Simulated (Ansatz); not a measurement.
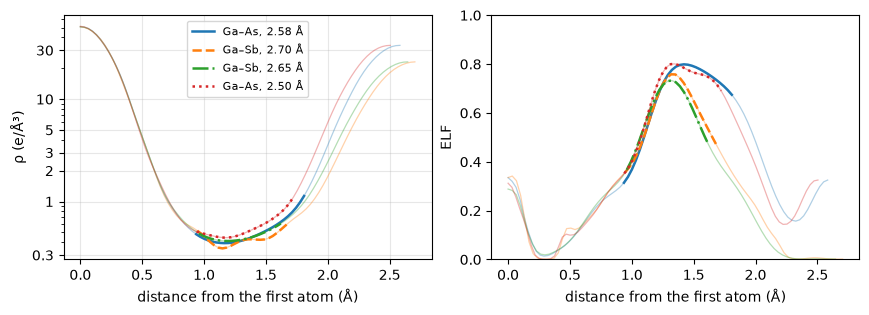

Figure 1: Ga3Sb2As. Valence charge density (pseudo) and electron localisation function along straight lines between neighbouring atoms. Thin, pale parts lie inside the atomic spheres.

Space group P6₃mc; a structure generated by program, which may or may not match a known phase; computed pressure about −2 GPa in this cell.

Computed with DFT r2SCAN, scalar-relativistic, plane waves, PAW (Ansatz).

The density is the valence pseudo-density of a PAW calculation; it isn't the true density close to the nuclei.

**What can be read from the curves?**

Ga–As (2.58 Å): the density is about 0.41 e/Å³ at the midpoint; the ELF peaks at about 0.80 between the atoms.
Ga–Sb (2.70 Å): ρ is about 0.43 e/Å³ halfway, with its minimum of 0.35 e/Å³ about 1.1 Å from Ga; the ELF peaks at about 0.75 between the atoms.
Ga–Sb (2.65 Å): ρ is about 0.43 e/Å³ halfway; the ELF peaks at about 0.75 between the atoms.
Ga–As (2.50 Å): the density is about 0.46 e/Å³ at the midpoint; the ELF peaks at about 0.80 between the atoms.
